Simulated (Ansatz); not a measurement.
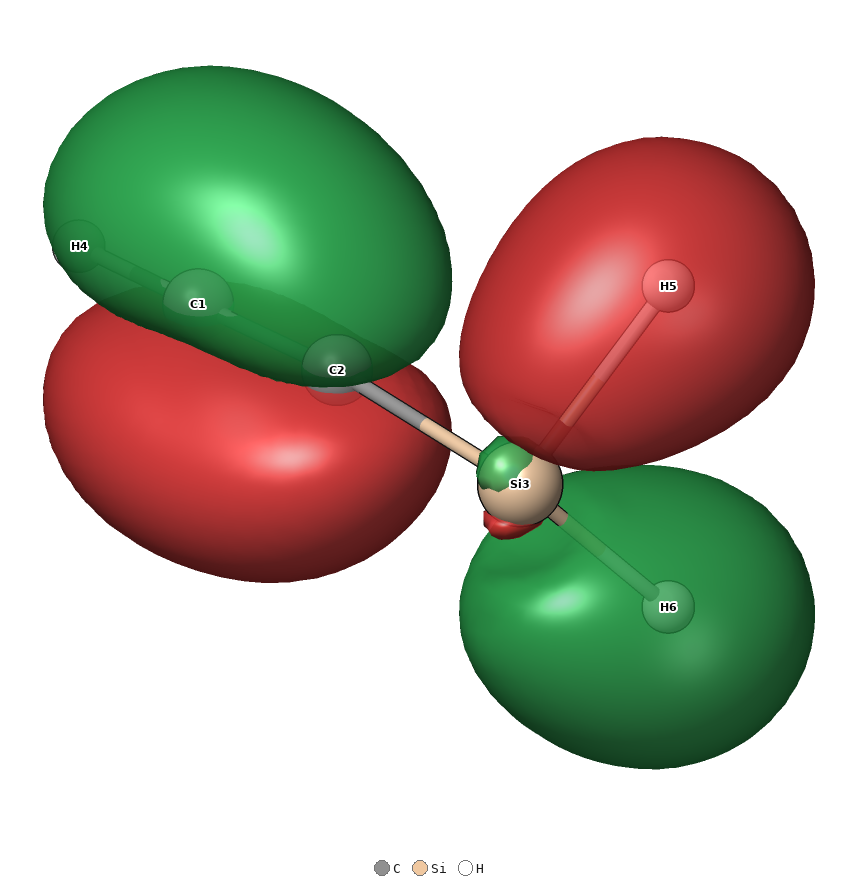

Figure. C2H3Si (SMILES C#C[SiH2-]) (charge −1). The HOMO−1 at ±0.1 Å⁻³ᐟ² (green and red are the two phases), seen at an oblique angle.

Geometry: PBE0-D3(BJ)/def2-SVPD.

Theory: isolated molecule in a Gaussian basis; Kohn-Sham density functional theory, functional PBE0 in Ansatz.

Input file:

```
crystal:
  periodic: [false, false, false]
  atoms:
    - {symbol: C, position_ang: [-3.682341, -0.392734, -1.511125]}
    - {symbol: C, position_ang: [-2.575366, 0.124963, -1.642609]}
    - {symbol: Si, position_ang: [-0.792009, 0.699745, -1.947652]}
    - {symbol: H, position_ang: [-4.654082, -0.831392, -1.390022]}
    - {symbol: H, position_ang: [-0.584524, 1.306161, -0.544819]}
    - {symbol: H, position_ang: [-1.173916, 2.044737, -2.598704]}
basis:
  gaussian:
    orbitals: def2-TZVPD
total_charge: -1
hamiltonian:
  xc: {name: PBE0}
output: {forces: true, orbitals: {seedname: orbitals}}
```

Launched as:

```sh
ansatz run input.yaml --threads 1 --pin off --max-ram 2610MiB --events-out events.jsonl --progress --plain --runs-dir runs
```

What is the character of this orbital?

Answer. Its weight (Hirshfeld) is mainly on C1 (about 30 %), C2 (about 25 %), Si3 (about 15 %), H5 (about 15 %) and H6 (about 15 %). Its energy is −2.63 eV.
